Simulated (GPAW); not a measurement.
# Polarising Y2CS2 MXene monolayer with a field along the normal

The dipole of the cell at several fields, atoms fixed. What does the strongest field give, and what length does the slope stand for?

How it was computed: GPAW 26.7.0, plane waves (500 eV), PAW setups, PBE, 9×9 mesh, a dipole layer in the vacuum; geometry relaxed without an applied field with GPAW. The cell's area is 12.83 Å², and e/ε0 = 180.95 V Å.

Results, with one row withheld:

```tsv
field (V/Å)	dipole (e Å)
−0.2	−0.1070
−0.1	−0.0535
−0.05	−0.0267
0.05	0.0267
0.1	0.0535
0.2	0.1070
0.3	?
```

**Question.** What is the dipole at 0.3 V/Å?

**Working.** A line through the 6 points has the slope α = 0.535 e Å per V/Å and the intercept p₀ = 0.0000 e Å (r.m.s. residual 2.8e−05). At 0.3 V/Å it gives p = 0.0000 + 0.535 × 0.3 = 0.1605 e Å; the run gives 0.1605 e Å, so the response stays linear to 0.0 % of the induced part. Dividing by ε0 and the area: α/(ε0 A) = 0.535 × 180.95 / 12.83 = 7.55 Å, against 5.75 Å between the outer nuclei.

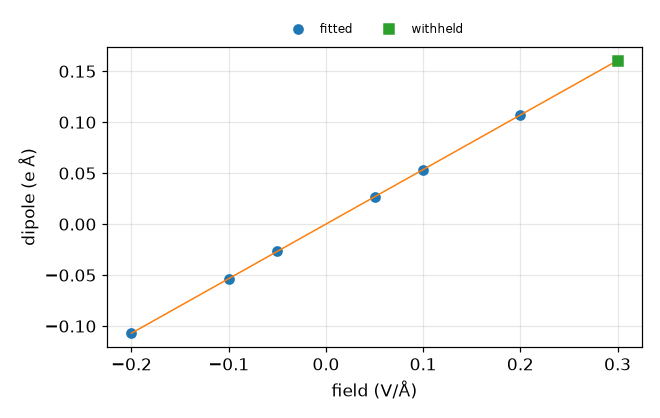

The line and the withheld run.

Caveats: This is the electronic response alone; ions that move would add to it in polar layers. No run was spin-polarised, so magnetic states weren't tested.

[Logs are printed without paths, hosts, clocks, repeated set-up lines and the standing remarks that a program may print on its own settings, such as how far it seeks lower states.]
